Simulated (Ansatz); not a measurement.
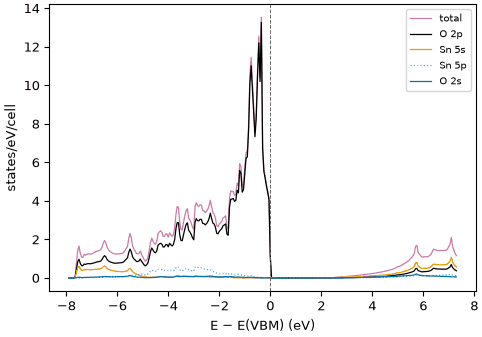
*Total and projected density of states of SnO2 (anatase, I4_1/amd), the program Ansatz at the r²SCAN level (PAW)*

Problem. Which orbitals carry the states next to the gap?

Solution. Top 1 eV of the valence band: O 2p 97 %. Bottom 1 eV of the conduction band: Sn 5s 56 %, O 2s 24 %, O 2p 15 %. Projections are on Löwdin-orthogonalised atomic valence shells; empty p or d shells of many metals are not among them.

Problem. Where is the tallest occupied peak in this window, and what makes it?

Solution. Near -0.4 eV, about 14 states/eV per cell; the largest projected share is O 2p.

The workflow started from a Materials Project entry (that database holds measured and hypothetical structures alike); the Crystallography Open Database copy checked does not list it. It is not the phase usual at ambient conditions (space group No. 136). The r²SCAN relaxation kept the symmetry of its start; whether a distortion lowers the energy is not shown. Scalar-relativistic: spin–orbit coupling is off unless named, which matters more the heavier the elements.

Potentials: the later of the program's two PAW sets.
